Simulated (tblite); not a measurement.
Nudged elastic band, with input and output: C3H7BF2Si

C3H7BF2Si, computed with GFN2-xTB climbing-image nudged elastic band, gas phase (tblite 0.8.0).

The run did not end well.

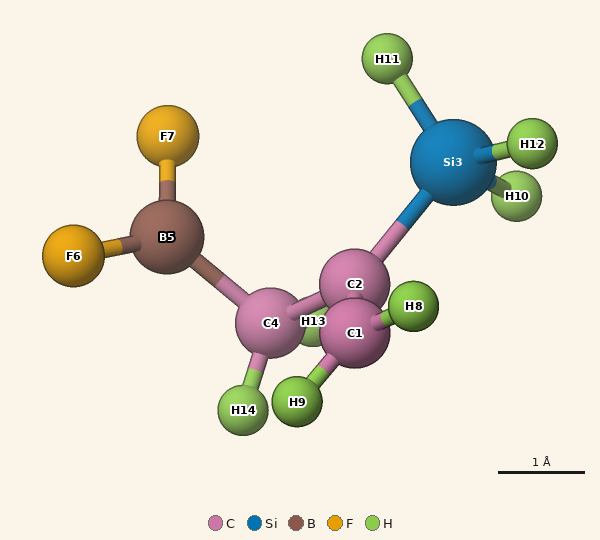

Figure 1. The structure as given in the input (ball-and-stick view, seen at a tilt; atoms are numbered from 1 in the order of the input).

### What the run reported

| quantity | value |
| --- | --- |
| outcome | not converged |
| forward barrier | 10.351 eV |
| hardware | 1 CPU thread, shared host |
| wall time | 4.4 s |
| peak memory | 0.2 GiB |

### Diagnosis

The run did not converge. At least one of its steps failed, so the values that rest on that step are not results.

### The input
```
{"job": {"xc": "GFN2-xTB", "basis": "xTB", "kind": "neb"}, "charge": 0, "multiplicity": 1}
C     -0.409221    -1.437398    -1.019130
C     -0.304905    -0.489578    -0.096890
Si    -1.666837     0.777727     0.236141
C      0.963131    -0.357917     0.727826
B      1.830747     0.762659     0.039089
F      2.768019     0.503530    -0.850985
F      1.637339     2.052157     0.239771
H     -1.298940    -1.544655    -1.616220
H      0.380522    -2.147948    -1.214620
H     -2.004535     0.708911     1.662461
H     -1.200022     2.122610    -0.097135
H     -2.827553     0.422434    -0.580916
H      0.697029    -0.085398     1.749322
H      1.490539    -1.312651     0.746275
```

The first line tells a small driver script what to run in tblite; the rest is the geometry in Å.

Launched with:
```bash
OMP_NUM_THREADS=1 python <driver script> task.json out
```

### The program's output
```
image   E - E0 / eV
  0       0.0000
  1       0.0073
  2       0.1301
  3      10.3515
  4       2.8950
  5       0.0289
  6       0.0002
```
